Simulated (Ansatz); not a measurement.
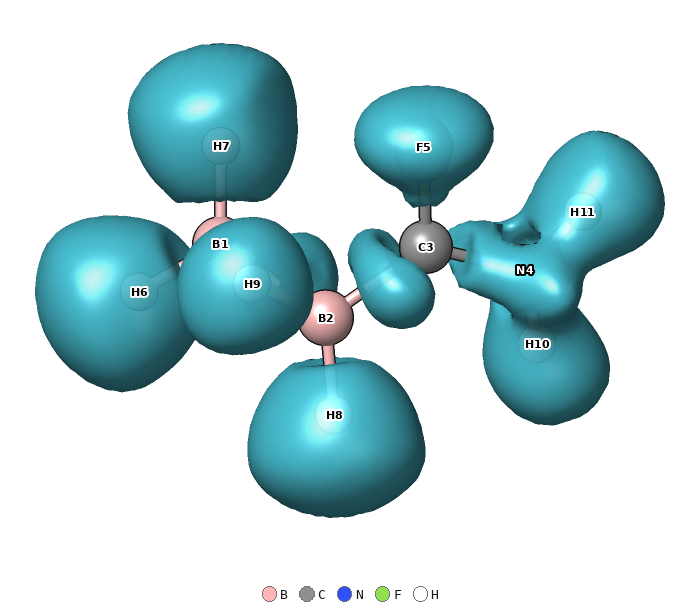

Figure. CH₆B₂FN. Isosurface of the ELF at 0.75 (cyan), seen across its widest extent. Core shells and regions of very low density are left out.

Computed with RKS r2SCAN-D4/def2-SVP (Ansatz).

```yaml
atoms:
  - { symbol: B, position_ang: [-1.5607, 1.1820, 0.1406] }
  - { symbol: B, position_ang: [-0.7874, -0.1701, 0.7134] }
  - { symbol: C, position_ang: [0.6620, -0.1736, 0.2682] }
  - { symbol: N, position_ang: [1.3157, -1.1986, -0.2759] }
  - { symbol: F, position_ang: [1.4170, 0.9135, 0.2761] }
  - { symbol: H, position_ang: [-2.7674, 1.2266, 0.2122] }
  - { symbol: H, position_ang: [-0.9486, 2.1418, -0.2696] }
  - { symbol: H, position_ang: [-1.3375, -1.1997, 1.0246] }
  - { symbol: H, position_ang: [-1.0055, 0.8530, 1.4713] }
  - { symbol: H, position_ang: [0.8443, -2.0922, -0.3548] }
  - { symbol: H, position_ang: [2.2059, -1.0600, -0.7445] }
```

**Describe the localisation domains.**

At this value the surface marks out one region between bonded B–C atoms (shared pairs), four regions around hydrogen nuclei, one region on F in which the atom's valence shell and bonds are merged and one joined region spread over several atoms (H, N), in which their bonds and any lone pairs are merged.

Values along the shortest contacts:
C–F (1.32 Å): the ELF peaks at about 0.85 between the atoms: a polar covalent bond. C–N (1.33 Å): the ELF peaks at about 0.90 between the atoms (a covalent bond).
